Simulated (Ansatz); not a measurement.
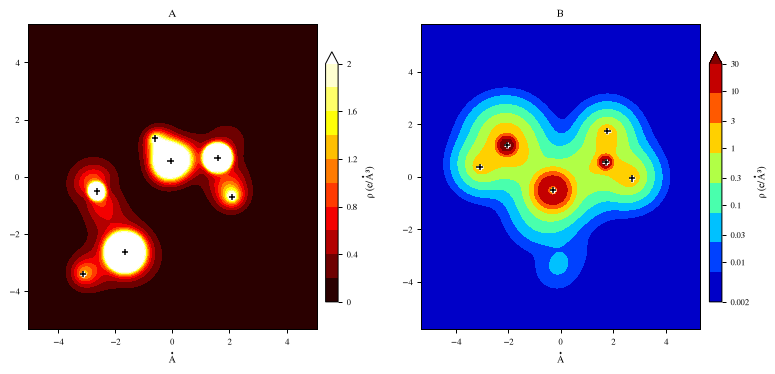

The electron density of 2 systems, each on a plane through atoms (crosses mark nuclei in the plane).

All numbers below come from Ansatz 0.2.0, RHF/def2-SVP.

System 1: BClH$_{5}$OSbSi, the plane of atoms O3, Si2 and H6. Core potentials replace the inner electrons of Sb; at this geometry the atoms fall into two loosely joined parts.

```xyz
10

Cl   -3.6465    0.2949    1.0001
Si   -1.7756    1.0479    0.5409
O    -0.6119   -0.0494    0.9291
B     1.4034   -1.9734    0.6575
Sb    1.3609   -1.5795   -1.6511
H    -1.6884    1.2646   -0.9052
H    -1.6107    2.2910    1.3097
H    -0.4871   -0.3326    1.8239
H     1.9843   -0.0113   -1.4285
H     2.8971   -2.2835   -1.8689
```

System 2: CH$_{7}$BOSSn, the plane of atoms B1, Sn2 and S3. Core potentials replace the inner electrons of Sn.

```xyz
12

B    -1.9971    1.2580    0.4171
Sn   -0.4438   -0.1004   -0.5479
S     0.6723    1.1859   -2.3127
O     0.5384   -1.8225    1.6971
C     1.0734   -0.8424    0.8497
H    -2.7839    0.8074    1.1985
H    -2.0378    2.4276    0.1676
H    -1.1502   -1.4882   -1.2777
H     1.3965    0.1790   -2.8104
H     1.9520   -1.2020    0.3063
H     0.4272   -2.6332    1.2266
H     1.4099   -0.0174    1.4753
```

Q: Which map belongs to which system?

A: Panel A is system 1, BClH$_{5}$OSbSi: the plane holds Si, O, B, Sb and H. Si–O (1.65 Å): the density is about 1.1 e/Å³ at the midpoint. Panel B is system 2, CH$_{7}$BOSSn: the plane holds B, Sn, S and H. Sn–B (2.28 Å): ρ is about 0.63 e/Å³ halfway.
